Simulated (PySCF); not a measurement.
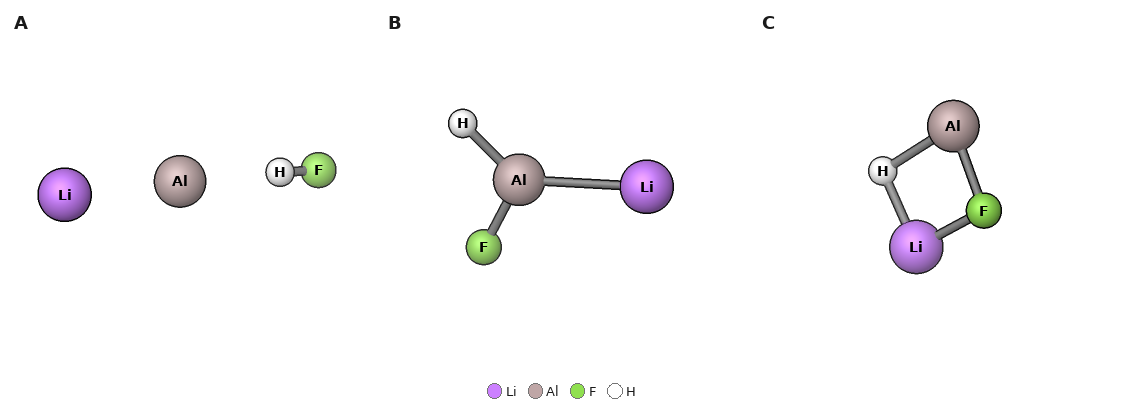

3 stationary structures of one formula. Geometries: PBE0-D4/def2-TZVP. Electronic energies: RHF-CCSD(T) (frozen core)/def2-TZVPP (PySCF 2.14.0), without zero-point energy. No frequency run is at hand to confirm each as a minimum.

Question: Which structure is the most stable?

Answer: C is lowest (Cs); B lies 13.8 kcal/mol above it (Cs), A lies 83.7 kcal/mol above it (C∞v).
